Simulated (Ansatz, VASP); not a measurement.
# AlN in two plane-wave programs, part 2 of 2

One calculation is typed for both programs; each brings its own data sets. How far apart do they land?  Valence electrons are named where the data sets of a main pair hold unlike numbers.

VASP 6.6.1 and Ansatz 0.2.0.

So far: The structure; Ansatz: band structure, LDA; VASP: band structure, LDA.

The database entry behind the starting cell differs from later determinations by our own check (inner coordinate u about 0.002 short), so it need not match the best structure at ambient conditions.

### Step 3. VASP: band structure, LDA (continued)

Level of this step: LDA; plane waves and PAW (Al_GW, N_GW) (VASP).

Numbers of over 12 decimals in the logs are rounded to 6 here.

Parts of OUTCAR (step 3):

```text
ion  position               nearest neighbor table
   1  0.667  0.333  0.499-   4 1.89   4 1.89   4 1.89   3 1.90
   2  0.333  0.667  0.999-   3 1.89   3 1.89   3 1.89   4 1.90
   3  0.667  0.333  0.881-   2 1.89   2 1.89   2 1.89   1 1.90
   4  0.333  0.667  0.381-   1 1.89   1 1.89   1 1.89   2 1.90

  LATTYP: Found a hexagonal cell.
 ALAT       =     3.1130000000
 C/A-ratio  =     1.6000642467

 Subroutine GETGRP returns: Found 12 space group operations
 (whereof  6 operations were pure point group operations)

The static configuration has the point symmetry C_3v.
 The point group associated with its full space group is C_6v.

 Found     28 irreducible k-points:

   k-points           NKPTS =     28   k-points in BZ     NKDIM =     28   number of bands    NBANDS=     14

   dimension x,y,z NGX =    24 NGY =   24 NGZ =   36
   dimension x,y,z NGXF=    48 NGYF=   48 NGZF=   72

   ENCUT  =  450.0 eV  33.07 Ry    5.75 a.u.   5.38  5.38  8.62*2*pi/ulx,y,z

   NELECT =      16.0000    total number of electrons

 k-points in reciprocal lattice and weights: Automatic mesh
   0.00000000  0.00000000  0.00000000       0.005
   0.16666667  0.00000000  0.00000000       0.028
   0.33333333  0.00000000  0.00000000       0.028
   0.50000000  0.00000000  0.00000000       0.014
   0.16666667  0.16666667  0.00000000       0.028
   0.33333333  0.16666667  0.00000000       0.056
   0.33333333  0.33333333  0.00000000       0.009
   0.00000000  0.00000000  0.16666667       0.009
   0.16666667  0.00000000  0.16666667       0.056
[...]
0.33333333  0.16666667  0.50000000       0.056
   0.33333333  0.33333333  0.50000000       0.009

 average (electrostatic) potential at core
       1 -52.2293       2 -52.2293       3 -63.0340       4 -63.0340

 E-fermi :   5.0805

 k-point     1 :       0.0000    0.0000    0.0000
  band No.  band energies     occupation
    ...
      4       4.1393      2.00000
      5       4.1393      2.00000
      6       4.7997      2.00000
      7       4.7997      2.00000
      8       5.0229      2.00000
      9       9.2322      0.00000
     10      11.5403      0.00000
     11      15.4875      0.00000
     12      15.9438      0.00000
     13      15.9438      0.00000
    ...

 k-point     2 :       0.1667    0.0000    0.0000
  band No.  band energies     occupation
    ...
      4       2.7113      2.00000
      5       3.5171      2.00000
      6       3.7444      2.00000
      7       4.7187      2.00000
      8       4.8463      2.00000
      9      10.4744      0.00000
     10      12.5829      0.00000
     11      14.0584      0.00000
     12      14.6134      0.00000
     13      16.8672      0.00000
    ...

 k-point     3 :       0.3333    0.0000    0.0000
  band No.  band energies     occupation
    ...
      4       0.5464      2.00000
      5       1.6773      2.00000
      6       3.1487      2.00000
      7       4.1353      2.00000
      8       4.4583      2.00000
      9      11.1134      0.00000
     10      11.5885      0.00000
     11      12.8653      0.00000
     12      15.1573      0.00000
     13      16.2045      0.00000
    ...

  Total       -1.7002221     -1.7002221     -1.5962327      0.0000000      0.0000000      0.0000000
  in kB      -65.1644641    -65.1644641    -61.1788594      0.0000000      0.0000000      0.0000000
  external PRESSURE =     -63.8359292 kB  Pullay stress =       0.0000000 kB

  energy-cutoff  :      450.00
  volume of cell :       41.80
      direct lattice vectors                 reciprocal lattice vectors
     3.113000000  0.000000000  0.000000000     0.321233537  0.185464269  0.000000000
    -1.556500000  2.695937082  0.000000000     0.000000000  0.370928538  0.000000000
     0.000000000  0.000000000  4.981000000     0.000000000  0.000000000  0.200762899

 POSITION                                       TOTAL-FORCE (eV/Angst)
 -----------------------------------------------------------------------------------
      1.55650      0.89865      2.48578         0.000000      0.000000      0.000847
     -0.00000      1.79729      4.97628        -0.000000     -0.000000      0.000847
      1.55650      0.89865      4.38800         0.000000      0.000000     -0.000847
     -0.00000      1.79729      1.89750        -0.000000     -0.000000     -0.000847
 -----------------------------------------------------------------------------------
    total drift:                               -0.000000     -0.000000     -0.000317

  FREE ENERGIE OF THE ION-ELECTRON SYSTEM (eV)
  ---------------------------------------------------
  free  energy   TOTEN  =       -32.8696667656 eV

  energy  without entropy=      -32.8696667656  energy(sigma->0) =      -32.86966677

 total charge
# of ion       s       p       d       tot
------------------------------------------
    1        0.442   0.561   0.215   1.217
    2        0.442   0.561   0.215   1.217
    3        1.181   2.561   0.000   3.742
    4        1.181   2.561   0.000   3.742
--------------------------------------------------
tot          3.246   6.244   0.429   9.919

[... 3 further parts left out ...]
```

The run ends at a pressure of -6.38 GPa, with forces up to 8.5e-4 eV/Å.

### Step 4. Comparison

Known differences besides the potentials themselves: the two LDA forms differ slightly; the cutoff is 420 eV in Ansatz and 450 eV in VASP; VASP's log shows a relativistic correction to its local exchange, Ansatz's none. Total energies have different zeros and are not compared.

The two programs side by side:

```
                     quantity  Ansatz   VASP  difference
gap over the path points (eV)   4.210  4.209      +0.001
```

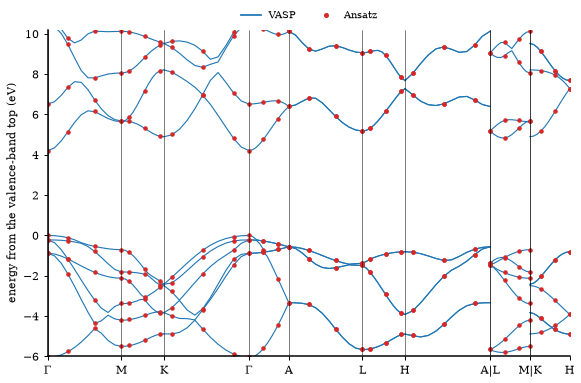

Bands from VASP (lines) and levels from Ansatz (dots). Dots without a line are higher empty bands that the VASP plot leaves out.

Levels at points of the path, from each program's valence-band top (eV; 4 filled, then empty):

```
k (reciprocal lattice)                                  Ansatz                                    VASP
     0.000 0.000 0.000  -0.88 -0.22 -0.22 0.00 4.21 6.53 10.47  -0.88 -0.22 -0.22 0.00 4.21 6.52 10.46
     0.136 0.000 0.000  -1.16 -1.16 -0.27 -0.11 5.14 7.35 9.48  -1.17 -1.16 -0.27 -0.11 5.14 7.34 9.48
     0.318 0.000 0.000  -3.19 -1.82 -0.79 -0.54 6.16 6.73 7.82  -3.20 -1.83 -0.80 -0.54 6.14 6.72 7.81
     0.500 0.000 0.000  -3.37 -2.11 -1.80 -0.70 5.66 5.69 8.07  -3.39 -2.12 -1.81 -0.71 5.64 5.68 8.06
     0.470 0.061 0.000  -3.34 -2.27 -1.81 -0.84 5.66 5.88 8.17  -3.35 -2.28 -1.82 -0.84 5.65 5.86 8.15
     0.409 0.182 0.000  -3.16 -3.07 -1.92 -1.67 5.33 7.17 8.83  -3.18 -3.08 -1.93 -1.67 5.31 7.17 8.82
     0.348 0.303 0.000  -3.78 -2.56 -2.44 -2.26 4.94 8.17 9.43  -3.79 -2.58 -2.45 -2.27 4.92 8.17 9.43
     0.303 0.303 0.000  -3.58 -2.77 -2.35 -2.07 5.01 8.10 9.33  -3.59 -2.79 -2.36 -2.08 4.99 8.10 9.33
     0.182 0.182 0.000  -3.63 -1.91 -1.06 -0.73 6.97 6.99 8.34  -3.64 -1.92 -1.07 -0.74 6.96 6.98 8.34
     0.061 0.061 0.000  -1.18 -0.73 -0.28 -0.06 4.82 7.09 9.90  -1.19 -0.73 -0.28 -0.07 4.82 7.07 9.90
```

Among the levels compared at these points, filled levels agree within 21 meV and empty ones within 20 meV. Not compared: the pressure (VASP's GW data sets at this cutoff don't carry it).

### Step 5. Further runs

Further runs change the set-up of one program: Ansatz's method, potentials or start, or VASP's data sets, cutoff or form of LDA. The table gives that difference for each run.

```
                                        run  gap over the path points (eV)
                                   as above                         7.0e-4
                       cores kept as stored                         0.0080
          Ansatz's all-electron LAPW method                         0.0015
   Ansatz's larger PAW set (cutoff 1050 eV)                         0.0024
norm-conserving potentials (cutoff 1143 eV)                          0.018
```

### Step 6. Results

```json
{
 "largest difference of a filled level at the path points (band structure, LDA)": "21 meV"
}
```

In words: The largest difference of a filled level at the path points is 21 meV (band structure, LDA), within the 80 meV picked in this series as the mark of a large difference. Band structure, LDA, cores kept as stored: the difference in gap over the path points goes from 7.0e-4 to 0.0080 eV. Band structure, LDA, Ansatz's all-electron LAPW method: the difference in gap over the path points goes from 7.0e-4 to 0.0015 eV. Band structure, LDA, Ansatz's larger PAW set (cutoff 1050 eV): the difference in gap over the path points goes from 7.0e-4 to 0.0024 eV. 1 further run of this series is not shown here. How closely two codes agree says nothing of how well the functional describes the real material.

[Lines on the potential files, build, host, timing and source positions are cut from VASP's logs without a mark.]

[Logs are printed without paths, hosts, clocks, repeated set-up lines and the standing remarks that a program may print on its own settings, such as how far it seeks lower states.]

[Hosts, paths, dates, database ids (printed as entryN), source tags and the programs' standing remarks are cut or masked in the printed files.]
